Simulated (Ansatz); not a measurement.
## What a change does: single-point calculation on Zn2O2

System: Zn2O2, charge −1, multiplicity 2.
Method of the first run: UKS PBE0-D4/def2-TZVPPD (Ansatz 0.2.0).

The geometry comes from this level: PBE0-D4/def2-TZVPPD. Text and figures count atoms from 1; the logs count them from 0 in places.

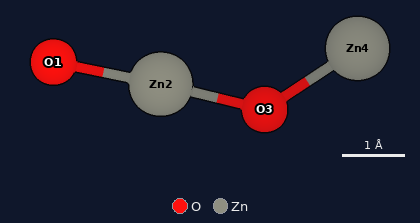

The input geometry (ball-and-stick view, seen on its broad side; atoms are numbered from 1 in the order of the input). Sticks mark near contacts.

**The input, the first run**
```yaml
crystal:
  periodic: [false, false, false]
  atoms:
    - { symbol: O, position_ang: [-0.31765063, 0.0, -2.52874818] }
    - { symbol: Zn, position_ang: [0.1215474, 0.0, -0.79275624] }
    - { symbol: O, position_ang: [0.61216045, 0.0, 0.88578758] }
    - { symbol: Zn, position_ang: [-0.32061928, 0.0, 2.43571684] }
magnetization:
  spin_polarized: true
  initial_magnetization: 1
total_charge: -1
basis:
  gaussian: { orbitals: def2-TZVPPD.json }
hamiltonian:
  xc: pbe0
  dispersion: d4
```

Launched with:
```bash
ansatz run input.yaml --threads 4 --pin off --max-ram 10240MiB --backend cpu --events-out ev --progress --plain --runs-dir out
```

Hardware: 4 threads of Intel Xeon @ 2.50GHz (Skylake/Cascade Lake), 189 GiB of memory available, shared host.

**Output (the first run)**
```
Engine: ansatz 0.2.0, x86_64-unknown-linux-gnu
Functional definition: PBE0
  parameter a = 0.25
  parameter kappa = 0.804
  parameter beta = 0.06672455060314922
  exchange = (1 - a)*pbe_x(kappa = kappa, mu = beta*pi^2/3) + a*exact_x
  correlation = pbe_c(beta = beta)
1534 factors; their error is unknown
mean field evaluation 1: about -100911.8574 eV, gradient 4.5e1 eV
mean field evaluation 2: about -100722.4829 eV, gradient 1.5e2 eV
mean field evaluation 4: about -100914.5732 eV, gradient 2.4e1 eV
mean field evaluation 8: about -100917.3428 eV, gradient 3.3e0 eV
mean field evaluation 16: about -100917.6394 eV, gradient 1.3e-1 eV
mean field evaluation 32: about -100917.6395 eV, gradient 2.5e-4 eV
mean field -100917.63954299 eV, -3708.6548487719 hartree, gradient 9.9e-6 eV, S^2 0.780644; 3 other end points of the search recorded, 0 dependent functions left out
reference -100917.63958426 eV, -3708.6548502886 hartree; 39, 38 occupied and 175, 176 virtual orbitals, 1534 factors
Total energy: -100917.72782881 eV, -3708.6580932161 hartree
```

The second run used a changed input.

**The two runs side by side**

```csv
quantity,the first run,the second run
outcome,converged,converged
total energy (hartree),−3708.658093,−3709.232642
⟨S²⟩,0.781,0.768
basis functions,214,214
wall time (shared host),39 s,90 s
```

What was changed in the input?

The change (lines with − go, lines with + come):
```diff
-  xc: pbe0
+  xc: r2scan
```

The total energies belong to different methods, so their difference says nothing on which is more stable or more accurate. The functional changes from PBE0 to r2SCAN. On the same kind of shared host the second run took about 2.3 times as long.

**Output (the second run)**
```
Engine: ansatz 0.2.0, x86_64-unknown-linux-gnu
Functional definition: r2SCAN
  parameter k0 = 0.174
  parameter k1 = 0.065
  parameter a1 = 4.9479
  exchange = r2scan_x(k0 = k0, k1 = k1, a1 = a1)
  correlation = r2scan_c
1382 factors; their error is unknown
mean field evaluation 1: about -100924.6913 eV, gradient 6.1e1 eV
mean field evaluation 2: about -100704.2122 eV, gradient 1.8e2 eV
mean field evaluation 4: about -100923.2234 eV, gradient 4.7e1 eV
mean field evaluation 8: about -100933.3386 eV, gradient 1.5e-1 eV
mean field evaluation 16: about -100933.3386 eV, gradient 2.1e-4 eV
mean field evaluation 32: about -100932.7749 eV, gradient 5.6e-4 eV
mean field evaluation 64: about -100933.3217 eV, gradient 1.3e0 eV
mean field -100933.33862742 eV, -3709.2317794837 hartree, gradient 1.9e-6 eV, S^2 0.767525; 9 other end points of the search recorded, 0 dependent functions left out
reference -100933.33866769 eV, -3709.2317809636 hartree; 39, 38 occupied and 175, 176 virtual orbitals, 1382 factors
Total energy: -100933.36210829 eV, -3709.2326423896 hartree
```
